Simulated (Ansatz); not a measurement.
Computed with PBE (plane waves to 420 eV, PAW; Ansatz, a program for electronic structure).

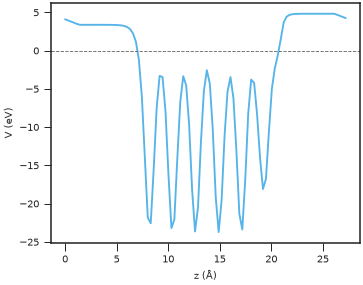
Plane-averaged electrostatic potential energy along the normal, in eV from the Fermi level, for the (100) surface of rock-salt TaC (in the relaxation 1 F–Ta bonds broke), F on half the C sites of the top plane, c(2x2) (bottom of the slab: a bare face, its two planes held)

Set-up: 24 atoms, 11.1 Å thick at the start; mesh 9x9x1; 0.1 eV smearing; dipole correction on; 8 atoms held, the rest relaxed; start symmetry kept, larger cells not searched; no spin, no spin-orbit, no U. It is one candidate, not shown to be the stable structure of the face.

The surface cell has an area of 20.03 Å². What dipole along the normal does the step between the two vacuum levels imply?

the top vacuum level lies 1.45 eV above the bottom one; p = −ε₀ A ΔV (ε₀ = 0.005526 e/(V·Å)) gives -0.16 e·Å a cell.
